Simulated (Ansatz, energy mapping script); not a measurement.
# VOF2 monolayer: J from the energies of magnetic orders (0.5 holes a magnetic atom), part 2 of 2

Wanted: the magnetic order of VOF2 monolayer, its couplings and an estimate of its ordering temperature, by LDA+U (1.92 eV).

LDA with U = 1.92 eV on V d, ortho-atomic projectors; plane waves, U on orthogonalised atomic orbitals unless named otherwise, collinear spin, no spin–orbit coupling.

So far. Step 4 (Order 2: compensated +−, cell A of 8 atoms): The run ends antiferromagnetic, 15.56 meV a magnetic atom above the parallel order of its cell (energies taken at zero occupation width, not the printed F). Step 5 (Parallel start in cell B (8 atoms)): The run ends ferromagnetic. For each magnetic atom its energy differs from the parallel run of the first cell by -0.01 meV, an error that one common reference would have brought in.

## Step 6: Order 4: compensated +−, cell B of 8 atoms

This order reverses 0 of the 2 neighbours at 3.08 Å and 2 of the 2 neighbours at 3.73 Å, counted for an average magnetic atom.

The input, input.yaml:

```yaml
crystal:
  lattice:
    - [3.085137, 0.0, 0.0]
    - [0.0, 7.463732, 0.0]
    - [0.0, 0.0, 17.495121]
  atoms:
    - { symbol: V, position: [0.480221, 0.234432, 0.5], spin: 2.0 }
    - { symbol: V, position: [0.480221, 0.734432, 0.5], spin: -2.0 }
    - { symbol: O, position: [0.480221, 0.0091235, 0.5] }
    - { symbol: O, position: [0.480221, 0.5091235, 0.5] }
    - { symbol: F, position: [0.980221, 0.2613645, 0.428691] }
    - { symbol: F, position: [0.980221, 0.7613645, 0.428691] }
    - { symbol: F, position: [0.980221, 0.2613645, 0.571309] }
    - { symbol: F, position: [0.980221, 0.7613645, 0.571309] }
magnetization:
  spin_polarized: true
total_charge: 1.0
kpoints:
  mp_grid: { grid: [11, 5, 1] }
hamiltonian:
  xc: lda
  hubbard:
    sites:
      - { species: V, l: d, u_eff: 1.92 }
      - { site: 0, l: d, u_eff: 1.92, starting_ns: [{ spin: up, occupation_matrix: v1_major }, { spin: down, occupation_matrix: v1_minor }] }
      - { site: 1, l: d, u_eff: 1.92, starting_ns: [{ spin: up, occupation_matrix: v1_minor }, { spin: down, occupation_matrix: v1_major }] }
    projectors: ortho-atomic
    occupation_matrices:
      v1_major:
        matrix:
          - [0.53, 0.0, 0.0, -0.095, 0.0]
          - [0.0, 0.263, 0.0, 0.0, 0.0]
          - [0.0, 0.0, 0.321, 0.0, 0.0]
          - [-0.095, 0.0, 0.0, 0.411, 0.0]
          - [0.0, 0.0, 0.0, 0.0, 0.339]
      v1_minor:
        matrix:
          - [0.132, 0.0, 0.0, 0.088, 0.0]
          - [0.0, 0.24, 0.0, 0.0, 0.0]
          - [0.0, 0.0, 0.258, 0.0, 0.0]
          - [0.088, 0.0, 0.0, 0.291, 0.0]
          - [0.0, 0.0, 0.0, 0.0, 0.27]
scf:
  occupations: { method: fermi_dirac, width: 0.07 }
output:
  eigenvalues: true
```

On the command line:

```bash
$ ansatz run input.yaml --threads 4 --pin off --max-ram 8192MiB --backend cpu --events-out ev --progress --plain --runs-dir out
```

Numbers of over 12 decimals in the logs are rounded to 6 here.

The log of the run:

```text
[...]
Crystal: 8 atoms, lattice volume = 402.854 Å³
Basis set: ecut = 420 eV, 7857 PW (Γ)
Bands: 43, of which v1, the nominal top of the filled ones, is band 33 counted from 1 (32 counted from 0)
Symmetry: 4 space group operations
[...]
k-points: 18 of 55 (time reversal used)
[...]
Starting moments: Σ|m| = 4 μB on 2 of 8 sites
[...]
k-point 1 ↑: bands = [... 29 lower, -13.6828, -13.4928, -13.2116, -11.5209, -10.4079, -10.2980, -9.9159, -9.1943, ... 6 higher]
  k-point 2 ↑: bands = [... 29 lower, -13.7649, -13.4479, -13.2808, -11.5217, -10.0578, -10.0349, -9.9012, -9.4751, ... 6 higher]
  k-point 17 ↓: bands = [... 29 lower, -14.0259, -13.6338, -13.3918, -11.7146, -10.1491, -10.0774, -9.7699, -9.5289, ... 6 higher]
Occupation matrices written to <dir>
[key lines of the parts left out:]
SCF converged after 43 iterations
Magnetization: -0.0000 μB (32.5000 up, 32.5000 down)
Free energy (F): -9998.846830 eV
Fermi energy:    -11.562551 eV
```

Elapsed: 57 s, on 4 threads of Arm Neoverse V1, shared host; peak memory 1 GiB.

The run ends antiferromagnetic, 2.65 meV a magnetic atom above the parallel order of its cell (energies taken at zero occupation width, not the printed F).

## Step 7: Run 5 (parallel; cell C, 8 atoms)

A new cell needs its own zero of energy.

This run holds the same structure in another cell (a 3.085 → 4.842 Å, γ 90.0 → 39.6°).

The input, input.yaml:

```yaml
crystal:
  lattice:
    - [3.085137, 3.731866, 0.0]
    - [0.0, 7.463732, 0.0]
    - [0.0, 0.0, 17.495121]
  atoms:
    - { symbol: V, position: [0.480221, 0.9943215, 0.5], spin: 2.0 }
    - { symbol: V, position: [0.480221, 0.4943215, 0.5], spin: 2.0 }
    - { symbol: O, position: [0.480221, 0.769013, 0.5] }
    - { symbol: O, position: [0.480221, 0.269013, 0.5] }
    - { symbol: F, position: [0.980221, 0.771254, 0.428691] }
    - { symbol: F, position: [0.980221, 0.271254, 0.428691] }
    - { symbol: F, position: [0.980221, 0.771254, 0.571309] }
    - { symbol: F, position: [0.980221, 0.271254, 0.571309] }
magnetization:
  spin_polarized: true
total_charge: 1.0
kpoints:
  mp_grid: { grid: [11, 11, 1] }
hamiltonian:
  xc: lda
  hubbard:
    sites:
      - { species: V, l: d, u_eff: 1.92 }
      - { site: 0, l: d, u_eff: 1.92, starting_ns: [{ spin: up, occupation_matrix: v1_major }, { spin: down, occupation_matrix: v1_minor }] }
      - { site: 1, l: d, u_eff: 1.92, starting_ns: [{ spin: up, occupation_matrix: v1_major }, { spin: down, occupation_matrix: v1_minor }] }
    projectors: ortho-atomic
    occupation_matrices:
      v1_major:
        matrix:
          - [0.53, 0.0, 0.0, -0.095, 0.0]
          - [0.0, 0.263, 0.0, 0.0, 0.0]
          - [0.0, 0.0, 0.321, 0.0, 0.0]
          - [-0.095, 0.0, 0.0, 0.411, 0.0]
          - [0.0, 0.0, 0.0, 0.0, 0.339]
      v1_minor:
        matrix:
          - [0.132, 0.0, 0.0, 0.088, 0.0]
          - [0.0, 0.24, 0.0, 0.0, 0.0]
          - [0.0, 0.0, 0.258, 0.0, 0.0]
          - [0.088, 0.0, 0.0, 0.291, 0.0]
          - [0.0, 0.0, 0.0, 0.0, 0.27]
scf:
  occupations: { method: fermi_dirac, width: 0.07 }
output:
  eigenvalues: true
```

The log of the run:

```text
[...]
Crystal: 8 atoms, lattice volume = 402.854 Å³
Basis set: ecut = 420 eV, 7853 PW (Γ)
Bands: 43, of which v1, the nominal top of the filled ones, is band 33 counted from 1 (32 counted from 0)
Symmetry: 8 space group operations
[...]
k-points: 36 of 121 (time reversal used)
[...]
Starting moments: Σ|m| = 4 μB on 2 of 8 sites
[...]
k-point 1 ↑: bands = [... 29 lower, -13.7256, -13.3884, -13.2070, -11.7046, -11.5314, -10.7282, -10.5814, -9.4560, ... 6 higher]
  k-point 2 ↑: bands = [... 29 lower, -13.6306, -13.4747, -13.2548, -11.6626, -11.5336, -10.6007, -10.5390, -9.5239, ... 6 higher]
  k-point 35 ↓: bands = [... 29 lower, -14.1409, -13.7118, -13.2289, -10.4275, -10.0495, -9.8650, -9.7793, -8.9258, ... 6 higher]
Occupation matrices written to <dir>
[key lines of the parts left out:]
SCF converged after 21 iterations
Magnetization: 1.0000 μB (33.0000 up, 32.0000 down)
Free energy (F): -9998.851636 eV
Fermi energy:    -11.563774 eV
```

Elapsed: 68 s, on 4 threads; peak memory 1.5 GiB; 4.4 min of CPU time.

The run ends ferromagnetic. For each magnetic atom its energy differs from the parallel run of the first cell by -0.05 meV, an error that one common reference would have brought in.

## Step 8: Order 6: compensated +−, cell C of 8 atoms

This order reverses 2 of the 2 neighbours at 3.08 Å and 2 of the 2 neighbours at 3.73 Å, counted for an average magnetic atom.

input.yaml, as its differences from that of step 7:

```diff
@@ -7,3 +7,3 @@
     - { symbol: V, position: [0.480221, 0.9943215, 0.5], spin: 2.0 }
-    - { symbol: V, position: [0.480221, 0.4943215, 0.5], spin: 2.0 }
+    - { symbol: V, position: [0.480221, 0.4943215, 0.5], spin: -2.0 }
     - { symbol: O, position: [0.480221, 0.769013, 0.5] }
@@ -25,3 +25,3 @@
       - { site: 0, l: d, u_eff: 1.92, starting_ns: [{ spin: up, occupation_matrix: v1_major }, { spin: down, occupation_matrix: v1_minor }] }
-      - { site: 1, l: d, u_eff: 1.92, starting_ns: [{ spin: up, occupation_matrix: v1_major }, { spin: down, occupation_matrix: v1_minor }] }
+      - { site: 1, l: d, u_eff: 1.92, starting_ns: [{ spin: up, occupation_matrix: v1_minor }, { spin: down, occupation_matrix: v1_major }] }
     projectors: ortho-atomic
```

The log of the run:

```text
[...]
Crystal: 8 atoms, lattice volume = 402.854 Å³
Basis set: ecut = 420 eV, 7853 PW (Γ)
Bands: 43, of which v1, the nominal top of the filled ones, is band 33 counted from 1 (32 counted from 0)
Symmetry: 4 space group operations
[...]
k-points: 36 of 121 (time reversal used)
[...]
Starting moments: Σ|m| = 4 μB on 2 of 8 sites
[...]
k-point 1 ↑: bands = [... 29 lower, -13.8102, -13.4391, -13.2573, -11.6084, -10.5945, -10.4007, -9.9315, -9.2597, ... 6 higher]
  k-point 2 ↑: bands = [... 29 lower, -13.7076, -13.5235, -13.3051, -11.5899, -10.5023, -10.3641, -9.8768, -9.3223, ... 6 higher]
  k-point 35 ↓: bands = [... 29 lower, -14.1022, -13.7135, -13.2116, -11.6153, -10.7035, -10.3397, -9.9068, -9.1413, ... 6 higher]
Occupation matrices written to <dir>
[key lines of the parts left out:]
SCF converged after 51 iterations
Magnetization: -0.0000 μB (32.5000 up, 32.5000 down)
Free energy (F): -9998.826325 eV
Fermi energy:    -11.564853 eV
```

The job ended after 4.7 min (4 threads; peak memory 2.6 GiB; 18 min of CPU time).

The run ends antiferromagnetic, 16.21 meV a magnetic atom above the parallel order of its cell (energies taken at zero occupation width, not the printed F).

## Step 9: Parallel start in cell D (12 atoms)

The parallel order again, as the reference for this cell.

The input, input.yaml:

```yaml
crystal:
  lattice:
    - [3.085137, 3.731866, 0.0]
    - [0.0, 11.195598, 0.0]
    - [0.0, 0.0, 17.495121]
  atoms:
    - { symbol: V, position: [0.480221, 0.996214333, 0.5], spin: 2.0 }
    - { symbol: V, position: [0.480221, 0.329547667, 0.5], spin: 2.0 }
    - { symbol: V, position: [0.480221, 0.662881, 0.5], spin: 2.0 }
    - { symbol: O, position: [0.480221, 0.846008667, 0.5] }
    - { symbol: O, position: [0.480221, 0.179342, 0.5] }
    - { symbol: O, position: [0.480221, 0.512675333, 0.5] }
    - { symbol: F, position: [0.980221, 0.847502667, 0.428691] }
    - { symbol: F, position: [0.980221, 0.180836, 0.428691] }
    - { symbol: F, position: [0.980221, 0.514169333, 0.428691] }
    - { symbol: F, position: [0.980221, 0.847502667, 0.571309] }
    - { symbol: F, position: [0.980221, 0.180836, 0.571309] }
    - { symbol: F, position: [0.980221, 0.514169333, 0.571309] }
magnetization:
  spin_polarized: true
total_charge: 1.5
kpoints:
  mp_grid: { grid: [11, 5, 1] }
hamiltonian:
  xc: lda
  hubbard:
    sites:
      - { species: V, l: d, u_eff: 1.92 }
      - { site: 0, l: d, u_eff: 1.92, starting_ns: [{ spin: up, occupation_matrix: v1_major }, { spin: down, occupation_matrix: v1_minor }] }
      - { site: 1, l: d, u_eff: 1.92, starting_ns: [{ spin: up, occupation_matrix: v1_major }, { spin: down, occupation_matrix: v1_minor }] }
      - { site: 2, l: d, u_eff: 1.92, starting_ns: [{ spin: up, occupation_matrix: v1_major }, { spin: down, occupation_matrix: v1_minor }] }
    projectors: ortho-atomic
    occupation_matrices:
      v1_major:
        matrix:
          - [0.53, 0.0, 0.0, -0.095, 0.0]
          - [0.0, 0.263, 0.0, 0.0, 0.0]
          - [0.0, 0.0, 0.321, 0.0, 0.0]
          - [-0.095, 0.0, 0.0, 0.411, 0.0]
          - [0.0, 0.0, 0.0, 0.0, 0.339]
      v1_minor:
        matrix:
          - [0.132, 0.0, 0.0, 0.088, 0.0]
          - [0.0, 0.24, 0.0, 0.0, 0.0]
          - [0.0, 0.0, 0.258, 0.0, 0.0]
          - [0.088, 0.0, 0.0, 0.291, 0.0]
          - [0.0, 0.0, 0.0, 0.0, 0.27]
scf:
  occupations: { method: fermi_dirac, width: 0.07 }
output:
  eigenvalues: true
```

The log of the run:

```text
[...]
Crystal: 12 atoms, lattice volume = 604.281 Å³
Basis set: ecut = 420 eV, 11783 PW (Γ)
Bands: 64, of which v1, the nominal top of the filled ones, is band 49 counted from 1 (48 counted from 0)
Symmetry: 6 space group operations
[...]
k-points: 28 of 55 (time reversal used)
[...]
Starting moments: Σ|m| = 6 μB on 3 of 12 sites
[...]
k-point 1 ↑: bands = [... 45 lower, -13.5005, -13.4255, -13.2674, -11.6520, -11.5343, -11.5123, -10.6755, -10.5658, ... 11 higher]
  k-point 2 ↑: bands = [... 45 lower, -13.5427, -13.4895, -13.1994, -11.7118, -11.5214, -11.4994, -10.4643, -10.4490, ... 11 higher]
  k-point 27 ↓: bands = [... 45 lower, -13.6552, -13.5007, -13.3711, -10.3839, -10.0341, -9.8532, -9.8005, -9.7737, ... 11 higher]
Occupation matrices written to <dir>
[key lines of the parts left out:]
SCF converged after 21 iterations
Magnetization: 1.5000 μB (49.5000 up, 48.0000 down)
Free energy (F): -14998.277264 eV
Fermi energy:    -11.563768 eV
```

Elapsed: 2.3 min, on 4 threads; peak memory 2.3 GiB.

The run ends ferromagnetic. For each magnetic atom its energy differs from the parallel run of the first cell by 0.01 meV, an error that one common reference would have brought in.

## Step 10: Uncompensated ++− start in cell D (12 atoms)

Reversing part of the moments probes the couplings between the two sets.

input.yaml, as its differences from that of step 9:

```diff
@@ -8,3 +8,3 @@
     - { symbol: V, position: [0.480221, 0.329547667, 0.5], spin: 2.0 }
-    - { symbol: V, position: [0.480221, 0.662881, 0.5], spin: 2.0 }
+    - { symbol: V, position: [0.480221, 0.662881, 0.5], spin: -2.0 }
     - { symbol: O, position: [0.480221, 0.846008667, 0.5] }
@@ -30,3 +30,3 @@
       - { site: 1, l: d, u_eff: 1.92, starting_ns: [{ spin: up, occupation_matrix: v1_major }, { spin: down, occupation_matrix: v1_minor }] }
-      - { site: 2, l: d, u_eff: 1.92, starting_ns: [{ spin: up, occupation_matrix: v1_major }, { spin: down, occupation_matrix: v1_minor }] }
+      - { site: 2, l: d, u_eff: 1.92, starting_ns: [{ spin: up, occupation_matrix: v1_minor }, { spin: down, occupation_matrix: v1_major }] }
     projectors: ortho-atomic
```

The log of the run:

```text
Engine: ansatz 0.2.0, aarch64-unknown-linux-gnu
Pseudopotentials: kind: paw
Pseudopotential: V, paw, valence charge 13, recommended cutoff 420 eV (normal), V.paw.azcp
Pseudopotential: O, paw, valence charge 6, recommended cutoff 420 eV (normal), O.paw.azcp
Pseudopotential: F, paw, valence charge 7, recommended cutoff 420 eV (normal), F.paw.azcp
Functional definition: SPW92
  exchange = slater_x
  correlation = pw_c
Crystal: 12 atoms, lattice volume = 604.281 Å³
Basis set: ecut = 420 eV, 11783 PW (Γ)
[...]
SCF iter  57: F=-14998.247593 eV  HF=-14998.247593 eV  |F-HF|=7.19e-9  |Δ(HF+E_count)|=  3.64e-12  Δρ=7.10e-7 (↑7.10e-7 ↓6.27e-7)  dr2=9.09e-9  dr2_m=1.16e-9  M=0.559 μB ∫|m|=2.325 μB  β_m=1.00  ethr=4.58e-12  ⟨swp⟩=1.2  Hψ=7495  notcnv=0  κ⁻¹=4.1e-7(r=8)
iter 58 met the thresholds in force, and the SCF goes on: an eigenvalue changes by 4.17 meV, over its tolerance of 1.00 meV (output.eigenvalues, Limitations)
SCF iter  58: F=-14998.247593 eV  HF=-14998.247593 eV  |F-HF|=3.15e-9  |Δ(HF+E_count)|=  2.73e-11  Δρ=4.37e-7 (↑4.35e-7 ↓4.37e-7)  dr2=3.84e-9  dr2_m=4.87e-10  M=0.559 μB ∫|m|=2.325 μB  ethr=4.58e-12  ⟨swp⟩=1.3  Hψ=7648  notcnv=0
Mixer restart at iter 58: flushing history
```

It took 5.5 min on 4 threads; peak memory 3.7 GiB.

The run was stopped unfinished when the time set aside for it ran out, so what it printed is not taken as a result.

## Step 11: The fit

Each energy difference is a sum of couplings weighted by the pairs that the order reverses. A few near shells are fitted to the differences by least squares. Energies are those extrapolated to zero occupation width, not the free energies F.

The orders side by side; each is measured from the parallel order in the same cell and on the same mesh:

```csv
order,atoms,energy (meV a magnetic atom),moments (μB),moments kept as typed,"opposed neighbours at 3.08, 3.73 Å"
parallel in cell A,8,0.00,0.47,yes,"0, 0"
compensated +− in cell A,8,15.56,0.43,yes,"2, 0"
parallel in cell B,8,0.00,0.47,yes,"0, 0"
compensated +− in cell B,8,2.65,0.45,yes,"0, 2"
parallel in cell C,8,0.00,0.47,yes,"0, 0"
compensated +− in cell C,8,16.21,0.43,yes,"2, 2"
parallel in cell D,12,0.00,0.47,yes,"0, 0"
```

Couplings from the energies, with E = −Σ J e·e over ordered pairs:

```csv
pair,distance (Å),neighbours,J (meV)
V–V,3.08,2,3.72
V–V,3.73,2,0.497
```

Adding the shell at 4.84 Å gives 3.6, 0.41 and 0.13 meV and a mean-field temperature of 66.6 K, an exact solve that tests nothing.

The script's first fit took in one more shell; these couplings, and the temperatures drawn from them, were computed anew from the same energies.

Limits of this fit: couplings between layers, chains or clusters are absent from the fit or under 2 % of the largest, so temperatures below mark short-range order; 1 of the orders did not finish or lost their signs.

In mean field these couplings order at 65.3 K.

## Step 12: Finite temperature

Mean field ignores fluctuations and overstates the ordering temperature, so the model is also sampled. The heat capacity peaks where order sets in.

Classical unit spins with these couplings on 14×22×1 copies of a cell that holds the lowest order (616 spins), heat-bath sweeps, cooled from random directions, 300 sweeps to settle and 900 measured at each temperature.

| T (K) | heat capacity (k_B a spin) |
| --- | --- |
| 7.83 | 1.02 |
| 14.6 | 1.07 |
| 21.3 | 1.47 |
| 28.0 | 1.29 |
| 34.8 | 1.12 |
| 41.5 | 0.78 |
| 44.9 | 0.72 |
| 51.6 | 0.58 |
| 58.3 | 0.56 |
| 65.1 | 0.44 |
| 71.8 | 0.38 |

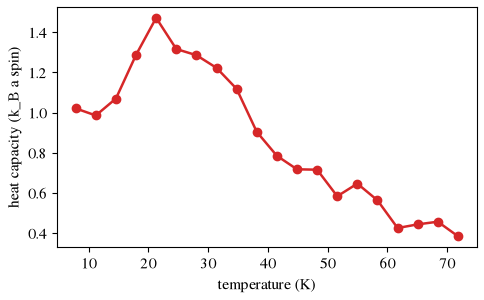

Heat capacity against temperature.

The smoothed heat capacity has a broad peak at 22.1 K. An isotropic layer has no long-range order above 0 K, so no order parameter is shown.

## Step 13: Beside the first set of runs

The first set of orders, under LDA+U (1.92 eV), undoped, took 25 min of CPU time summed over its finished orders (seed run apart), these 46 min.

The two sets resolve different shells, so couplings and temperatures are not set side by side. The lowest order is parallel here and parallel in the first set.

## Step 14: Outcome

```
lowest order tried                  : parallel
largest fitted value, V–V at 3.08 Å : 3.72 meV
ordering temperature, mean field    : 65.3 K
heat-capacity peak, Monte Carlo     : 22.1 K
```

Of the orders tried, VOF2 monolayer (0.5 holes a magnetic atom) prefers parallel moments under LDA+U (1.92 eV). Orders that were not tried, spirals among them, may lie lower. The largest fitted coupling is the V–V pair at 3.08 Å, ferromagnetic at 3.7 meV, across a ligand at about 101°. The orders also reverse pairs at 4.84 Å, which are not fitted, so the fitted values hold their part too. No fitted order reverses the pairs at 6.17 Å, so their coupling is unknown and is set to zero in the model. With 3 differences for 2 couplings the fit misses by 0.67 meV at most, a small part of the spread. Taking in the shell at 4.84 Å as well gives 3.6, 0.41 and 0.13 meV and a mean-field temperature of 66.6 K. The shorter fit, which has an equation to spare, is the one used. In the fitted orders moments change by up to 7.6 % against the parallel run of the same cell, so the mapping is rough. Every order is gapless on its mesh at this level. In a metal exchange reaches farther, and a short model of fixed moments is less apt; where the compound is in fact an insulator, these couplings come from a wrongly metallic state. The fitted couplings above 2 % of the largest link the moments within layers only, where isotropic couplings give no order above 0 K. The peak at 22.1 K marks where short-range order sets in on this finite lattice; real ordering needs anisotropy. Doping by a uniform background in a small cell leaves no room for polarons or dopant disorder, and added carriers make exchange long-ranged, which a few shells describe poorly.

[Logs and program files are shortened in this print: banners, set-up blocks, solver, clock and traceback lines can be left out without a mark of their own.]

[Logs are printed without paths, hosts, clocks, repeated set-up lines and the standing remarks that a program may print on its own settings, such as how far it seeks lower states.]

[Hosts, paths, dates, database ids (printed as entryN), source tags and the programs' standing remarks are cut or masked in the printed files.]

[Where a cell is said to come from a database of computed structures, the database is the Materials Project.]
